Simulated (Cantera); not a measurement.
Input: 1 mol TEOS, 0.087 mol O2, 22 mol H2, held at 14000 Pa.

Method: chemical equilibrium by Gibbs-energy minimisation in Cantera with the NASA 1993 tables (ideal gas, pure condensed phases). Candidate condensed phases: C, C6H6, C7H8, C8H18, H2O, Si, SiC, SiO2; 123 gas species. The feed counts by its element totals alone. Mutual solubility and eutectic melting of coexisting phases are not modelled. The tables hold silica as quartz up to 1696 K and as liquid above; real silica turns to tridymite and cristobalite and melts near 1996 K. The numbers say what is thermodynamically allowed, not how fast it happens.

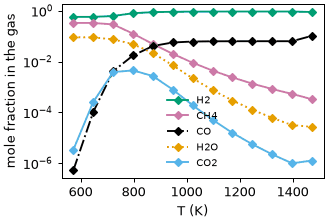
*Equilibrium gas composition (values under 1e-9 drawn at 1e-9)*

Task: Read off the mole fractions at 1473 K.

Result: H2 about 0.90, CO about 0.10, CH4 about 0.00033, H2O about 2.7e-5, CO2 about 1.3e-6.
